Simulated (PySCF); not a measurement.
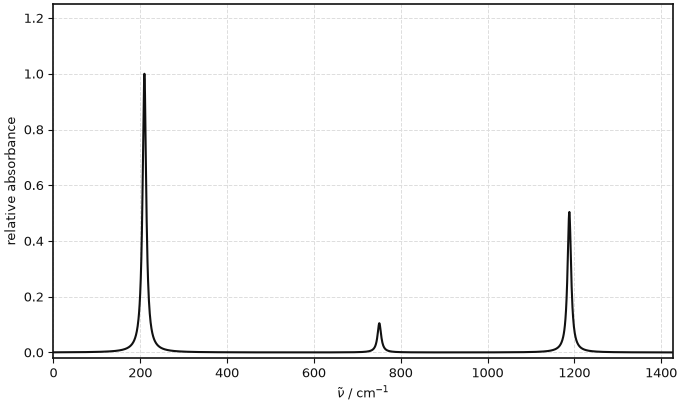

Unscaled harmonic wavenumbers and double-harmonic intensities, PBE0/def2-TZVP with PySCF, isolated molecule. Structures are the lowest points that the searches found. Degenerate modes count as one line, with their intensities summed. Lorentzian lines of 10 cm⁻¹ full width. Close modes add up in the curve.

### Which molecule gives this infrared spectrum?
A. SH₃⁺, singlet
B. AlOF, singlet
C. GeCl₄, singlet

Option B. It has its most intense lines at 209.5, 1188.5 and 750.8 cm⁻¹.
